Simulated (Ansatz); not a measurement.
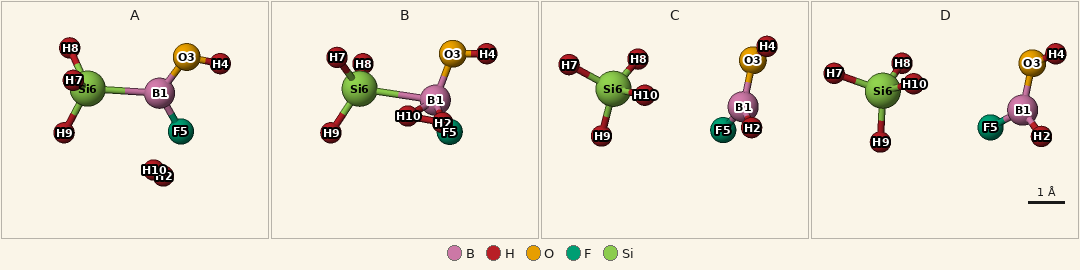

4 geometries from a converged minimum-energy path of BSiH6OF, made up at the start of BH2OF and SiH₄, shuffled. A ball-and-stick model, seen face on.

All numbers below come from RKS PBE0-D4/6-31G* (Ansatz 0.2.0). Run with 7 movable images; climbing image; force threshold 0.03 eV/Å; iteration limit 60; starting path through a guess of the saddle point.

Question: Which frame is the transition state?

Answer: B. In order along the path, whose images run from 0 to 8: D (image 0, 0.00 eV), C (image 1, +0.01 eV), B (image 4, +2.26 eV), A (image 6, +0.46 eV). Breaking: B1–H2 (1.20 → 1.36 at the top → 3.45 Å), Si6–H10 (1.49 → 1.95 at the top → 4.22 Å). Forming: B1–Si6 (3.98 → 2.17 at the top → 2.03 Å), H2–H10 (3.89 → 1.03 at the top → 0.74 Å).

Limits of the set-up: the start holds two separate molecules, 3.1 Å apart at their closest, whose relative position is a soft coordinate.

Cost: 9.1 min on 1 thread of Arm Neoverse V1, with other jobs on the host, peak memory 0.18 GiB.
